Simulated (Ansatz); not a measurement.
Process, species as SMILES: [F][Ge]([F])[F] → 3 F atom + Ge atom
B3LYP-D3(BJ)/def2-TZVP geometries, fixed; electronic energies without zero-point terms.

Basis-set convergence of the atomisation energy at MP2 with Ansatz (a quantum-chemistry and plane-wave program). Cartesian d functions, on some or all atoms, in 3-21G; all else is spherical. Cores are frozen (with 3d on Ga to Br). Open shells are unrestricted. No added dispersion term, no relativity. Functions are those of the species that has most. Reference: Hartree-Fock in aug-cc-pVQZ plus the correlation part extrapolated as X^-3 from aug-cc-pVTZ and aug-cc-pVQZ, 363.33 kcal/mol, itself unsure by roughly 1.81 kcal/mol (a third of the extrapolation step and of the last Hartree-Fock step). Deviations are taken from unrounded values.

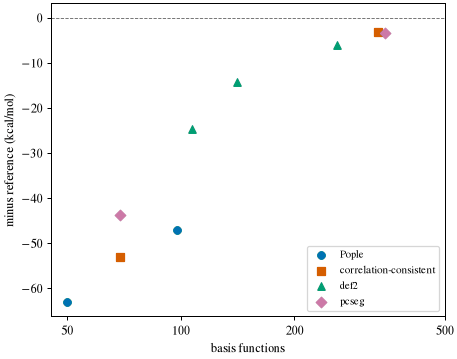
Fig. 1. Deviation from the reference against the number of basis functions, by family of sets.

```json
[
 {"basis": "3-21G", "functions": "50", "atomisation energy (kcal/mol)": "300.24", "minus reference (kcal/mol)": "-63.10"},
 {"basis": "cc-pVDZ", "functions": "69", "atomisation energy (kcal/mol)": "310.27", "minus reference (kcal/mol)": "-53.06"},
 {"basis": "pcseg-1", "functions": "69", "atomisation energy (kcal/mol)": "319.54", "minus reference (kcal/mol)": "-43.79"},
 {"basis": "6-311G**", "functions": "98", "atomisation energy (kcal/mol)": "316.32", "minus reference (kcal/mol)": "-47.01"},
 {"basis": "def2-SVPD", "functions": "107", "atomisation energy (kcal/mol)": "338.72", "minus reference (kcal/mol)": "-24.61"},
 {"basis": "def2-TZVPP", "functions": "141", "atomisation energy (kcal/mol)": "349.04", "minus reference (kcal/mol)": "-14.29"},
 {"basis": "def2-QZVPP", "functions": "260", "atomisation energy (kcal/mol)": "357.31", "minus reference (kcal/mol)": "-6.02"},
 {"basis": "aug-cc-pVQZ", "functions": "333", "atomisation energy (kcal/mol)": "360.09", "minus reference (kcal/mol)": "-3.24"},
 {"basis": "aug-pcseg-3", "functions": "348", "atomisation energy (kcal/mol)": "359.84", "minus reference (kcal/mol)": "-3.49"}
]
```
